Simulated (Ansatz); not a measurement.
Input

```
crystal:
  lattice:
    - [5.1789156831, 2.9900483638, 3.1953212064]
    - [-5.1789156831, 2.9900483638, 3.1953212064]
    - [0.0, -5.9800967275, 3.1953212064]
  atoms:
    - { symbol: Si, position: [0.1203868107, 0.1203868107, 0.1203868107] }
    - { symbol: Si, position: [0.8796131893, 0.8796131893, 0.8796131893] }
    - { symbol: Ge, position: [0.592176364, 0.7332084702, 0.3054614291] }
    - { symbol: Ge, position: [0.8421081393, 0.9824464604, 0.5612866175] }
    - { symbol: Ge, position: [0.407823636, 0.2667915298, 0.6945385709] }
    - { symbol: Ge, position: [0.1578918607, 0.0175535396, 0.4387133825] }
    - { symbol: Ge, position: [0.6945385709, 0.407823636, 0.2667915298] }
    - { symbol: Ge, position: [0.4387133825, 0.1578918607, 0.0175535396] }
    - { symbol: Ge, position: [0.3054614291, 0.592176364, 0.7332084702] }
    - { symbol: Ge, position: [0.5612866175, 0.8421081393, 0.9824464604] }
    - { symbol: Ge, position: [0.7332084702, 0.3054614291, 0.592176364] }
    - { symbol: Ge, position: [0.9824464604, 0.5612866175, 0.8421081393] }
    - { symbol: Ge, position: [0.2667915298, 0.6945385709, 0.407823636] }
    - { symbol: Ge, position: [0.0175535396, 0.4387133825, 0.1578918607] }
basis:
  ecutwfc: 420
kpoints:
  mp_grid: { grid: [6, 6, 6] }
hamiltonian:
  xc: pbe
scf:
  occupations: { method: gaussian, width: 0.01 }
output:
  forces: true
  stress: true
  eigenvalues: true
  write_density: true
  write_potential: true
  elf: true
  volumetric_format: npy
relax:
  adjacent_minimum: "off"
  f_tol: 0.01
  max_steps: 30
  cell: { stress_tol: 0.1, fix: [volume] }
```

Command:

```sh
ansatz run input.yaml --threads 1 --pin off --max-ram 2560MiB --backend cpu --events-out ev --progress --plain --runs-dir out
```

Below, planes, directions and counts refer to the conventional cell (a = 10.36 Å, b = 10.36 Å, c = 9.59 Å, α = 90.00°, β = 90.00°, γ = 120.00°).

Space group R-3; a generated structure, not necessarily the stable one; changed on purpose from its base cell (volume × 0.91, shape and atoms relaxed); computed pressure about 7 GPa in this cell.

Computed with DFT PBE, scalar-relativistic, plane waves, PAW in Ansatz 0.2.0.

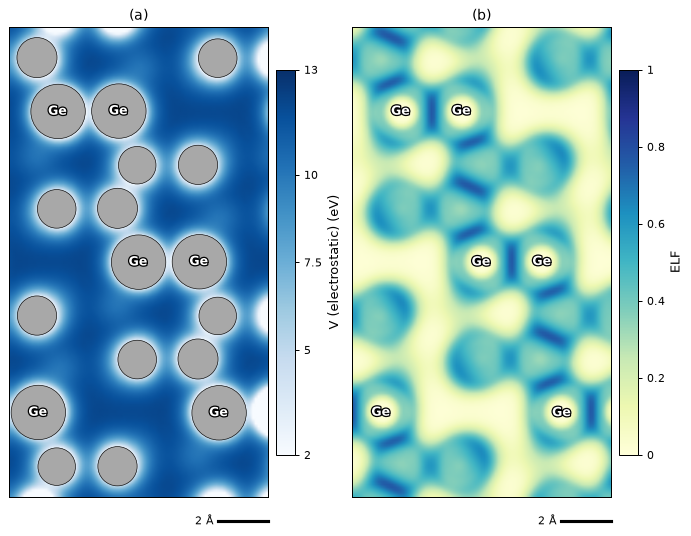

SiGe₆. (a) electrostatic potential energy of an electron; (b) electron localisation function on the (110) plane of the conventional cell. Grey discs cover the atomic cores in the potential map.

Core electrons are frozen (PAW), and the valence fields are smoothed inside the atomic spheres.

### What do the fields say about this system?

- The section cuts through Ge sites.
- Atoms just off the plane (Ge, 0.7 Å away) can leave unmarked features too.
- Ge–Ge (2.41 Å): the ELF peaks at about 0.75 between the atoms (localised, covalent bonding).
- Outside the cores the potential energy rises away from the atoms and is highest about 2.4 Å from the nearest atoms; its zero is arbitrary.
